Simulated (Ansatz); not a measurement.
Formation energy of the bound charge states of C on the O site in rock-salt CaO (start: the O site; 64-site cell, 2×2×2 shifted sampling) against the Fermi level, O-rich (Δμ(O) = 0.00 eV, Δμ(C) = -4.05 eV, bounded by CO2 (Pa-3); only phases computed here count, gases as isolated molecules at 0 K). Method: PBE, PAW (plane waves to 420 eV; Ansatz, a quantum-chemistry and plane-wave program).

Set-up: 64-site cell; 2×2×2 shifted k-points; host gap 3.66 eV; charged states image-corrected; finite-size errors of tenths of an eV; flagged in the runs: a doubtful potential alignment.

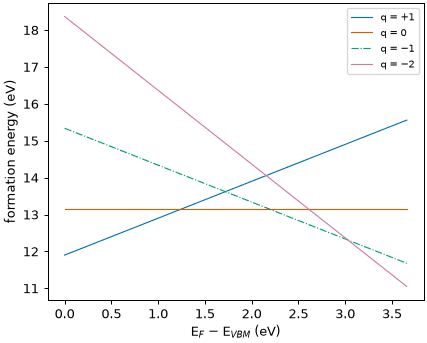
Fig. 1. Formation energy of each charge state against the Fermi level

Crossings of the lowest lines: (+1/0) at 1.24 eV; (0/−1) at 2.20 eV; (−1/−2) at 3.03 eV. At the valence-band maximum: q = +1: 11.90 eV; q = 0: 13.14 eV; q = −1: 15.34 eV; q = −2: 18.37 eV.
